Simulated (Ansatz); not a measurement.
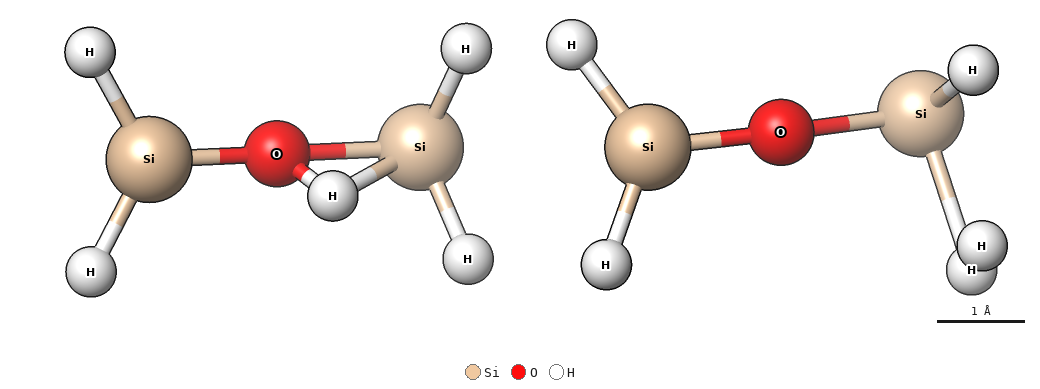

Two geometries of Si₂H₅O (charge +1), drawn at one scale. One is the start of a relaxation, the other its converged end. The picture is a ball-and-stick view, seen face on.

The calculation used Ansatz 0.2.0, RKS PBE-D4/def2-SVP. Settings: force threshold 0.03 eV/Å; at most 250 steps.

**Which of the two is the end point?**

The right one is the relaxed one. It is one of the separated reactants of a reaction. Over 29 accepted moves (30 points after the start) the energy falls by 361.8 kJ/mol. The largest force component goes from 5.7 to 0.024 eV/Å. The line search rejected the trial step at point 25 of the run. The atom that moves furthest after the best rigid fit is an H atom (1.61 Å). By element the largest moves are H 1.61 Å, Si 0.49 Å, O 0.32 Å. Near-neighbour distances that change, for instance: H–Si 2.180 → 4.052 Å, H–O 0.970 → 2.723 Å, H–H 1.821 → 0.805 Å, H–Si 1.513 → 2.063 Å. New bonds form, among them: H–H (1.82 → 0.81 Å). Bonds break, among them: H–O (0.97 → 2.72 Å). Among the angles between lasting bonds that change: O–Si–H 104.7° → 93.6°, Si–O–Si 179.4° → 168.7°. The run took 35 s on 2 threads of Arm Neoverse V1, with other jobs on the host.
